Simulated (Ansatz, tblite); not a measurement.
# Si(SH)Cl3 (Cl3HSSi): rung by rung

Aim: run the singlet of Si(SH)Cl3 (Cl3HSSi) at one geometry on many levels, and compare frontier levels, spin and run time.

Method: as each input shows; program: Ansatz 0.2.0, Gaussian basis.

The runs, in order: GFN1-xTB, GFN2-xTB, PBE-D4/def2-TZVP, r2SCAN-D4/def2-TZVP, BLYP-D4/def2-TZVP, revPBE-D4/def2-TZVP, LDA/def2-TZVP, B2PLYP/def2-TZVP, LC-ωPBE/def2-TZVP, ωB97X-V/def2-TZVP, r2SCAN0-D4/def2-TZVP, LC-ωPBE(0.10)/def2-TZVP, LC-ωPBE(0.15)/def2-TZVP, LC-ωPBE(0.20)/def2-TZVP, LC-ωPBE(0.30)/def2-TZVP, PBE-D4/def2-SVP, PBE0-D4/def2-SVP, HF/6-31G, B3LYP-D4/6-31G, CCSD(T)/def2-TZVPP, MP2/def2-TZVP, RPA/def2-TZVP.

### 1 The geometry

The singlet was relaxed beforehand with PBE0-D4/def2-SVP.

6 atoms, charge 0, spin multiplicity 1.

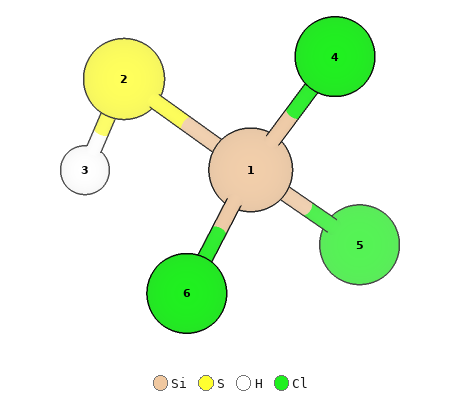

The geometry (silicon light orange, sulfur yellow, hydrogen white, chlorine green); atoms are numbered from 1 in the order of the file.

PBE0-D4/def2-TZVP was run before; its log isn't repeated, and its numbers join the tables.

### 2 GFN1-xTB

Tight binding, by tblite at 300 K electronic temperature and without a spin-polarisation term:

```python
tblite.interface.Calculator('GFN1-xTB', numbers, positions, charge=0, uhf=0).singlepoint()
```

Energy -519.7216 eV, HOMO -11.56 eV, LUMO -4.54 eV; 0.005 s.

### 3 GFN2-xTB

Tight binding, by tblite at 300 K electronic temperature and without a spin-polarisation term:

```python
tblite.interface.Calculator('GFN2-xTB', numbers, positions, charge=0, uhf=0).singlepoint()
```

Energy -524.4682 eV, HOMO -11.36 eV, LUMO -6.30 eV; 0.005 s.

### 4 PBE-D4/def2-TZVP

start.molden holds the orbitals of an earlier run on this state, given as this run's starting guess.

The input, in.yaml:

```yaml
crystal:
  periodic: [false, false, false]
  atoms:
    - {symbol: Si, position_ang: [0.192967, -0.007513, -0.374691]}
    - {symbol: S, position_ang: [0.293922, 0.025423, 1.736304]}
    - {symbol: H, position_ang: [-1.050646, 0.037802, 1.883724]}
    - {symbol: Cl, position_ang: [2.122923, -0.018692, -1.036247]}
    - {symbol: Cl, position_ang: [-0.779479, 1.627766, -1.129493]}
    - {symbol: Cl, position_ang: [-0.779687, -1.664796, -1.079595]}
basis:
  gaussian: {orbitals: def2-TZVP, initial_orbitals: start.molden}
hamiltonian: {xc: pbe, dispersion: d4}
scf: {omitted_lower_state_checks: [starts]}
output: {orbitals: {seedname: orbitals}}
```

Started as:

```bash
$ ansatz run in.yaml --threads 4 --pin off --events-out ev --progress --plain --max-ram 3916MiB
```

Further steps of the session: r2SCAN-D4/def2-TZVP; BLYP-D4/def2-TZVP; revPBE-D4/def2-TZVP; LDA/def2-TZVP; B2PLYP/def2-TZVP; LC-ωPBE/def2-TZVP; ωB97X-V/def2-TZVP; r2SCAN0-D4/def2-TZVP; LC-ωPBE(0.10)/def2-TZVP; LC-ωPBE(0.15)/def2-TZVP; LC-ωPBE(0.20)/def2-TZVP; LC-ωPBE(0.30)/def2-TZVP; PBE-D4/def2-SVP; PBE0-D4/def2-SVP; HF/6-31G; B3LYP-D4/6-31G; CCSD(T)/def2-TZVPP; MP2/def2-TZVP; RPA/def2-TZVP.

Before running them: what should the planned runs give, taken together? Wanted: gap in def2-TZVP, named functionals, smallest and largest; gap over the ω; correlation energy, CCSD(T)/def2-TZVPP; correlation energy, MP2/def2-TZVP; binding an atom, CCSD(T)/def2-TZVPP; PBE0 total energy, smallest basis above largest.

**Answer**, as computed:

| quantity | value |
| --- | --- |
| gap in def2-TZVP, named functionals, smallest and largest | 5.13 eV (LDA), 12.64 eV (LC-ωPBE) |
| gap over the ω (1/bohr) | 8.10 eV at 0.1, 12.64 eV at 0.4 |
| correlation energy, CCSD(T)/def2-TZVPP | -26.11 eV |
| correlation energy, MP2/def2-TZVP | -22.78 eV |
| binding an atom, CCSD(T)/def2-TZVPP | 3.150 eV |
| PBE0 total energy, smallest basis above largest | 19.68 eV (def2-SVP, def2-TZVP) |

In words: Orbital gaps of the named functionals in def2-TZVP span 5.13 eV (LDA) to 12.64 eV (LC-ωPBE); exact exchange widens it. Raising the ω (1/bohr) from 0.1 to 0.4 moves the HOMO by -2.59 eV and the LUMO by +1.94 eV. A small miss in a minimal or small basis is a cancelling of errors, not accuracy. The functionals in def2-TZVP miss CCSD(T)/def2-TZVPP by +0.047 (BLYP-D4) to +0.633 eV (LDA) an atom. The reference is CCSD(T) in one finite basis, so it carries an error of its own, often a tenth of an eV or more, and near misses can't be ranked.
